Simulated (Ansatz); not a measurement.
# Resistivity from frozen vibrations: Ta(100) with 4 thermally displaced layers, 2x2, part 2 of 3

Aim: the resistivity of Ta at 300 K from frozen thermal displacements between perfect leads. The measured value for the pure metal at this temperature is 13.5 µΩ cm (CRC Handbook of Chemistry and Physics, 84th ed., 2003, Electrical Resistivity of Pure Metals).

Ansatz 0.2.0; Ansatz plane-wave DFT, PBE, PAW files; ballistic transport by layer matching (Landauer), zero bias; PAW set soft_1.

So far, open channels per spin nearest the Fermi level: step 2 (with 4 displaced layers) 10.5.

## 3. With 8 displaced layers

System of this step: Ta(100) with 8 thermally displaced layers, 2x2. The cell holds 72 atoms: 72 Ta. Cell: a = 6.605 Å, b = 6.605 Å, c = 29.723 Å, α = 90.0°, β = 90.0°, γ = 90.0°. It derives from Ta. Regions: lead, 40 atoms (40 Ta); scattering region, 32 atoms (32 Ta). The structure is stacked along c, and the current runs across the ab planes.

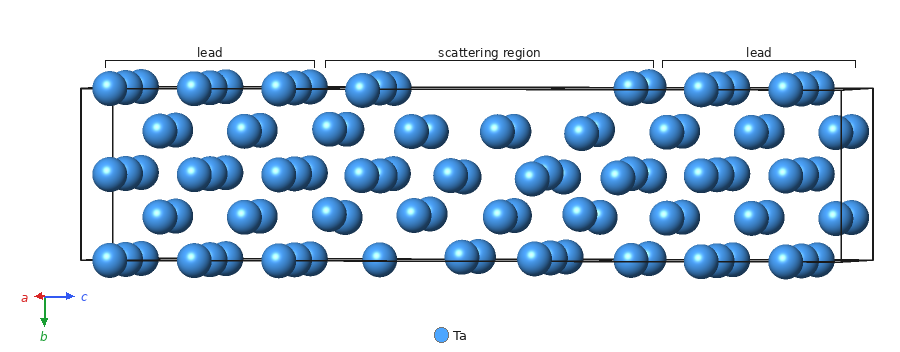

The cell of this step (tantalum blue). Some periodic images of atoms are drawn too.

input.yaml

```yaml
crystal:
  lattice:
    - [6.60512, 0.0, 0.0]
    - [0.0, 6.60512, 0.0]
    - [0.0, 0.0, 29.72304]
  atoms:
    - { symbol: Ta, position: [0.0, 0.0, 0.0277777778] }
    - { symbol: Ta, position: [0.0, 0.5, 0.0277777778] }
    - { symbol: Ta, position: [0.5, 0.0, 0.0277777778] }
    - { symbol: Ta, position: [0.5, 0.5, 0.0277777778] }
    - { symbol: Ta, position: [0.25, 0.25, 0.0833333333] }
    - { symbol: Ta, position: [0.25, 0.75, 0.0833333333] }
    - { symbol: Ta, position: [0.75, 0.25, 0.0833333333] }
    - { symbol: Ta, position: [0.75, 0.75, 0.0833333333] }
    - { symbol: Ta, position: [0.0, 0.0, 0.1388888889] }
    - { symbol: Ta, position: [0.0, 0.5, 0.1388888889] }
    - { symbol: Ta, position: [0.5, 0.0, 0.1388888889] }
    - { symbol: Ta, position: [0.5, 0.5, 0.1388888889] }
    - { symbol: Ta, position: [0.25, 0.25, 0.1944444444] }
    - { symbol: Ta, position: [0.25, 0.75, 0.1944444444] }
    - { symbol: Ta, position: [0.75, 0.25, 0.1944444444] }
    - { symbol: Ta, position: [0.75, 0.75, 0.1944444444] }
    - { symbol: Ta, position: [0.0, 0.0, 0.25] }
    - { symbol: Ta, position: [0.0, 0.5, 0.25] }
    - { symbol: Ta, position: [0.5, 0.0, 0.25] }
    - { symbol: Ta, position: [0.5, 0.5, 0.25] }
    - { symbol: Ta, position: [0.2552171994, 0.2426972639, 0.3085992755] }
    - { symbol: Ta, position: [0.2581244958, 0.7562014438, 0.3064379476] }
    - { symbol: Ta, position: [0.7594465306, 0.2368337459, 0.3069041168] }
    - { symbol: Ta, position: [0.7559582831, 0.7325265884, 0.3063178438] }
    - { symbol: Ta, position: [0.9975246539, 0.0077251367, 0.3601466647] }
    - { symbol: Ta, position: [0.9998196941, 0.5033889929, 0.3591863099] }
    - { symbol: Ta, position: [0.5059169631, 0.9989624678, 0.3621929012] }
    - { symbol: Ta, position: [0.4948417799, 0.5107368033, 0.3624405011] }
    - { symbol: Ta, position: [0.2482402716, 0.2562467226, 0.4194338518] }
    - { symbol: Ta, position: [0.2677052769, 0.7344456307, 0.4186065589] }
    - { symbol: Ta, position: [0.7545970742, 0.249072212, 0.4144554209] }
    - { symbol: Ta, position: [0.7624269634, 0.7375280672, 0.4179120222] }
    - { symbol: Ta, position: [0.0128686068, 0.9841877094, 0.4715577099] }
    - { symbol: Ta, position: [0.9870587521, 0.5024124077, 0.475548707] }
    - { symbol: Ta, position: [0.5200022944, 0.9824238281, 0.4709592861] }
    - { symbol: Ta, position: [0.5069543496, 0.515611664, 0.4731474558] }
    - { symbol: Ta, position: [0.2426244929, 0.2529370632, 0.5277412719] }
    - { symbol: Ta, position: [0.247986079, 0.7427399553, 0.5286284347] }
    - { symbol: Ta, position: [0.7530433054, 0.2490808775, 0.5272908168] }
    - { symbol: Ta, position: [0.7372989534, 0.7451942873, 0.5304278718] }
    - { symbol: Ta, position: [0.9981163841, 0.9857689883, 0.5862645777] }
    - { symbol: Ta, position: [0.0052415276, 0.5208378601, 0.5834706479] }
    - { symbol: Ta, position: [0.4954393404, 0.9856904306, 0.586241284] }
    - { symbol: Ta, position: [0.5253989141, 0.4918852841, 0.5819119371] }
    - { symbol: Ta, position: [0.2558931622, 0.2417922639, 0.6382945789] }
    - { symbol: Ta, position: [0.2465419506, 0.7518974608, 0.6412937731] }
    - { symbol: Ta, position: [0.7502181321, 0.2590831734, 0.6379665586] }
    - { symbol: Ta, position: [0.7532401983, 0.7288642286, 0.635703925] }
    - { symbol: Ta, position: [0.007867385, 0.9941665356, 0.6957182888] }
    - { symbol: Ta, position: [0.0053609237, 0.5130703626, 0.6962277785] }
    - { symbol: Ta, position: [0.5100526796, 0.9988961596, 0.6929105874] }
    - { symbol: Ta, position: [0.4927687428, 0.49517582, 0.6919626556] }
    - { symbol: Ta, position: [0.25, 0.25, 0.75] }
    - { symbol: Ta, position: [0.25, 0.75, 0.75] }
    - { symbol: Ta, position: [0.75, 0.25, 0.75] }
    - { symbol: Ta, position: [0.75, 0.75, 0.75] }
    - { symbol: Ta, position: [0.0, 0.0, 0.8055555556] }
    - { symbol: Ta, position: [0.0, 0.5, 0.8055555556] }
    - { symbol: Ta, position: [0.5, 0.0, 0.8055555556] }
    - { symbol: Ta, position: [0.5, 0.5, 0.8055555556] }
    - { symbol: Ta, position: [0.25, 0.25, 0.8611111111] }
    - { symbol: Ta, position: [0.25, 0.75, 0.8611111111] }
    - { symbol: Ta, position: [0.75, 0.25, 0.8611111111] }
    - { symbol: Ta, position: [0.75, 0.75, 0.8611111111] }
    - { symbol: Ta, position: [0.0, 0.0, 0.9166666667] }
    - { symbol: Ta, position: [0.0, 0.5, 0.9166666667] }
    - { symbol: Ta, position: [0.5, 0.0, 0.9166666667] }
    - { symbol: Ta, position: [0.5, 0.5, 0.9166666667] }
    - { symbol: Ta, position: [0.25, 0.25, 0.9722222222] }
    - { symbol: Ta, position: [0.25, 0.75, 0.9722222222] }
    - { symbol: Ta, position: [0.75, 0.25, 0.9722222222] }
    - { symbol: Ta, position: [0.75, 0.75, 0.9722222222] }
kpoints:
  mp_grid: { grid: [4, 4, 1] }
hamiltonian:
  xc: pbe
  pseudopotentials: { kind: paw, azcp: { folder: soft_1 } }
scf:
  occupations: { method: fermi_dirac, width: 0.1 }
output:
  transmission: { leads: [[0, 4]], kmesh: [8, 8], e_range: [-0.05, 0.05], de: 0.05 }
  write_potential: true
  write_density: true
  volumetric_format: npy
```

Started as:

```sh
> ansatz run input.yaml --threads 4 --pin off --max-ram 15360MiB --backend cpu --events-out ev --progress --plain --runs-dir out
```

Numbers of over 12 decimals in the logs are rounded to 6 here.

What it wrote:

```text
[...]
Crystal: 72 atoms, lattice volume = 1296.745 Å³
Basis set: ecut = 420 eV, 25307 PW (Γ)
Bands: 562, of which v1, the nominal top of the filled ones, is band 468 counted from 1 (467 counted from 0)
Symmetry: 1 space group operations
[...]
k-points: 10 of 16 (time reversal used)
[...]
SCF iter   1: F=—  HF=-715200.788893 eV  |F-HF|=—  |Δ(HF+E_count)|=         —  Δρ=4.24e-2  dr2=3.25e1  ethr=3.10e-3  ⟨swp⟩=5.8  Hψ=21848  notcnv=0  defer=15
[...]
SCF iter   7: F=-715191.995506 eV  HF=-715191.995506 eV  |F-HF|=9.31e-9  |Δ(HF+E_count)|=   9.66e-9  Δρ=1.66e-6  dr2=3.25e-8  ethr=1.07e-11  ⟨swp⟩=11.6  Hψ=16281  notcnv=0
SCF 1 converged in 7 iterations: F = -715191.995506 eV  dr2 = 3.25e-8
[...]
transmission: 189 of 1836 steps passed
transmission: 369 of 1836 steps passed
[...]
transmission: 1836 of 1836 steps passed
SCF converged after 7 iterations
Free energy (F): -715191.995506 eV
[...]
Internal energy: -715188.913632 eV  (E = F + TS)
E sigma→0 (E₀):  -715190.454569 eV
Entropy (-TS):   -3.081874 eV (-42.804 meV/atom)
Fermi energy:    18.537420 eV
[...]
--- Band table (eV; the first three rows and the last of 10) ---
  k-point 0: bands = [... 464 lower, 19.1815, 19.1842, 19.1914, 19.2073, 19.2158, 19.2229, 19.2329, 19.2429, ... 90 higher]
  k-point 1: bands = [... 464 lower, 18.8085, 18.8340, 18.8460, 18.8675, 18.8742, 18.9004, 18.9587, 18.9720, ... 90 higher]
  k-point 2: bands = [... 464 lower, 18.4023, 18.4157, 18.4513, 18.5001, 18.5155, 18.5525, 18.5566, 18.6102, ... 90 higher]
  k-point 9: bands = [... 464 lower, 17.8611, 17.8796, 17.9022, 17.9061, 17.9303, 17.9443, 17.9730, 17.9816, ... 90 higher]
--- Transmission ---
  basis      : 377 plane waves across, 54 finite elements along
  points     : 34, standing for a mesh of 8 x 8
[...]
channels       : 1.048438e1 a spin
[...]
junction   : crystal 0 to crystal 0, 0.70 to 28.77 Å
    transmission   : 7.054750e0 a spin
[...]
```

Run time: 20 min. Hardware: 4 threads of Arm Neoverse V2, shared host; peak memory 8.2 GiB; 67 min of CPU time.

Numbers from this step:

```yaml
free_energy: -715191.9955 eV
energy_at_zero_smearing: -715190.4546 eV
fermi_energy: 18.54 eV
transmission_per_spin_nearest_the_fermi_level: 7.055
step_of_the_lead_s_potential: 3 meV
```

Per spin. The transmission, zone mean by energy, zero at the Fermi level:

```csv
energy (eV),"transmission, zone mean"
-0.0500,7.05
0.0000,7.05
0.0500,6.80
```

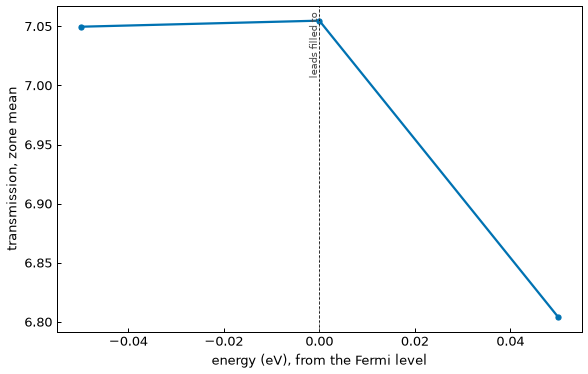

Transmission, zone mean against energy.

Over the solved energies the transmission per spin lies between 6.80 and 7.05, out of 10.2 channels of the lead on average (up to 10.5).

(Part 2 of 3 ends here.)

[Logs are printed without paths, hosts, clocks, repeated set-up lines and the standing remarks that a program may print on its own settings, such as how far it seeks lower states.]

[Hosts, paths, dates, database ids (printed as entryN), source tags and the programs' standing remarks are cut or masked in the printed files.]
